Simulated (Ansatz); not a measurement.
**Run report: C₂H₇Al, frequency calculation**

C₂H₇Al, SMILES [CH3][AlH][CH3], computed with PBE/def2-SVP, RKS (Ansatz 0.2.0).

The geometry was optimised with PBE/def2-SVP.

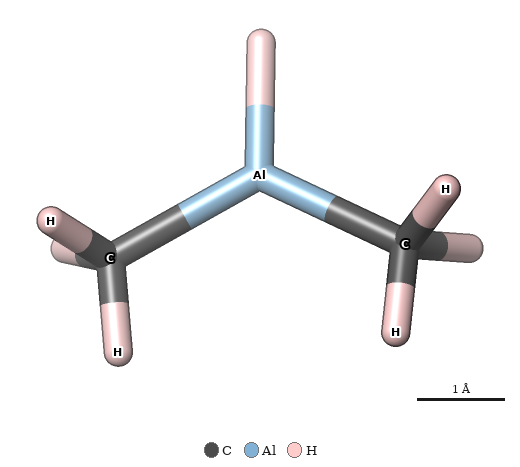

*The structure as given in the input (stick view, seen at a tilt). Sticks mark near contacts.*

Bond lengths as drawn: Al–C 1.97 Å, Al–H 1.61 Å and C–H 1.11 Å.

### Input
```yaml
crystal:
  periodic: [false, false, false]
  atoms:
    - {symbol: C, position_ang: [-1.249500, 0.929872, -0.785169]}
    - {symbol: Al, position_ang: [0.519900, 0.135544, -0.439450]}
    - {symbol: C, position_ang: [0.901938, -1.045711, 1.090257]}
    - {symbol: H, position_ang: [-2.057695, 0.523915, -0.142898]}
    - {symbol: H, position_ang: [-1.553284, 0.799140, -1.846291]}
    - {symbol: H, position_ang: [-1.213828, 2.029623, -0.616336]}
    - {symbol: H, position_ang: [1.721585, 0.477313, -1.455124]}
    - {symbol: H, position_ang: [0.047549, -1.173250, 1.786001]}
    - {symbol: H, position_ang: [1.198288, -2.057601, 0.734510]}
    - {symbol: H, position_ang: [1.768247, -0.670045, 1.677500]}
basis:
  gaussian:
    orbitals: def2-SVP
hamiltonian:
  xc: {name: PBE}
phonons:
  temperatures: {t_min: 298.15, t_max: 298.15, t_step: 1}
```

Run as:
```bash
ansatz run job.yaml --threads 1 --pin off --max-ram 3480MiB --events-out events.jsonl --progress --plain --runs-dir runs
```

### Output
```
Functional definition: PBE
  name "PBE"
  parameter kappa = 0.804
  parameter beta = 0.06672455060314922
  exchange = pbe_x(kappa = kappa, mu = beta*pi^2/3)
  correlation = pbe_c(beta = beta)
915 factors; their error is unknown
mean field evaluation 1: about -8759.8992 eV, gradient 7.5e1 eV
mean field evaluation 2: about -8738.9731 eV, gradient 1.0e2 eV
mean field evaluation 4: about -8774.2995 eV, gradient 3.0e0 eV
mean field evaluation 8: about -8774.3440 eV, gradient 2.0e-2 eV
mean field evaluation 16: about -8774.3070 eV, gradient 7.2e-5 eV
mean field -8774.30698862 eV, -322.4498343930 hartree, gradient 7.2e-5 eV, S^2 0.000000; 0 other end points of the search recorded, 0 dependent functions left out
the calculation of the forces begins
reference -8774.30702628 eV, -322.4498357767 hartree; 16, 16 occupied and 65, 65 virtual orbitals, 915 factors
these checks for a lower state are left out or cut short: stability, starts, cluster_reference, orbital_swaps, neighbouring_geometries, increment
915 factors; their error is unknown
mean field -8774.30687763 eV, -322.4498303142 hartree, gradient 1.7e-6 eV, S^2 0.000000; 0 other end points of the search recorded, 0 dependent functions left out
[... from here on the field's lines of each further geometry are left out, up to the last ...]
the calculation of the forces begins
reference -8774.30699238 eV, -322.4498345310 hartree; 16, 16 occupied and 65, 65 virtual orbitals, 915 factors
these checks for a lower state are left out or cut short: stability, starts, cluster_reference, orbital_swaps, neighbouring_geometries, increment
915 factors; their error is unknown
mean field -8774.30695405 eV, -322.4498331224 hartree, gradient 1.1e-6 eV, S^2 0.000000; 0 other end points of the search recorded, 0 dependent functions left out
the calculation of the forces begins
reference -8774.30699170 eV, -322.4498345061 hartree; 16, 16 occupied and 65, 65 virtual orbitals, 915 factors
Total energy: -8774.30702628 eV, -322.4498357767 hartree
Atom 0 at    -1.249500     0.929872    -0.785169 Å, force     0.000076     0.000062     0.000071 eV/Å
Atom 1 at     0.519900     0.135544    -0.439450 Å, force    -0.000041     0.000037     0.000365 eV/Å
Atom 2 at     0.901938    -1.045711     1.090257 Å, force    -0.000137    -0.000095    -0.000251 eV/Å
Atom 3 at    -2.057695     0.523915    -0.142898 Å, force     0.000134     0.000609     0.000599 eV/Å
Atom 4 at    -1.553284     0.799140    -1.846291 Å, force    -0.000173    -0.000726     0.000278 eV/Å
Atom 5 at    -1.213828     2.029623    -0.616336 Å, force    -0.000109     0.000293    -0.000911 eV/Å
Atom 6 at     1.721585     0.477313    -1.455124 Å, force     0.000236     0.000326     0.000091 eV/Å
Atom 7 at     0.047549    -1.173250     1.786001 Å, force    -0.000161    -0.000415    -0.000294 eV/Å
Atom 8 at     1.198288    -2.057601     0.734510 Å, force     0.000255     0.000003    -0.000080 eV/Å
Atom 9 at     1.768247    -0.670045     1.677500 Å, force    -0.000080    -0.000095     0.000132 eV/Å
Dipole moment:    -0.113984    -0.031911     0.097040 e Å
Vibrations: 33.93 41.51 172.56 365.30 493.61 511.03 547.93 656.74 691.59 721.29 762.85 1162.76 1163.63 1368.99 1372.54 1377.20 1378.26 1841.05 2956.21 2956.78 3038.95 3039.18 3068.25 3068.79 cm⁻¹, zero-point energy 2.032779 eV
```

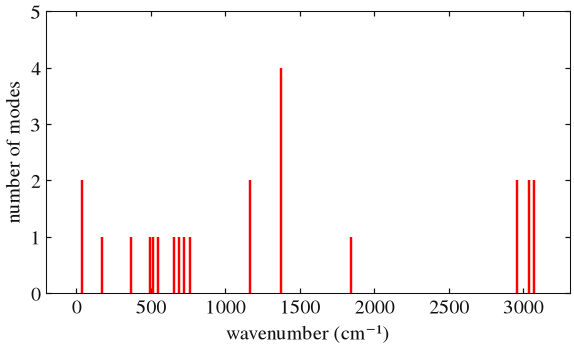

*Harmonic vibrational wavenumbers from the force constants; neighbouring modes closer than 14 cm⁻¹ are counted in one stick.*

24 modes from 34 to 3069 cm⁻¹, none imaginary.

### Summary

| quantity | value |
| --- | --- |
| outcome | converged |
| total energy | −322.449836 hartree |
| basis functions | 81 |
| largest force | 0.001 eV/Å |
| zero-point energy | 0.074703 hartree |
| dipole moment | 0.74 D |
| wavenumbers, lowest and highest | 34 and 3069 cm⁻¹ |
| hardware | 1 thread of AMD EPYC (Zen 5), 16 GiB of memory available, shared host |
| wall time | 32 s |
| peak memory | 0.12 GiB |
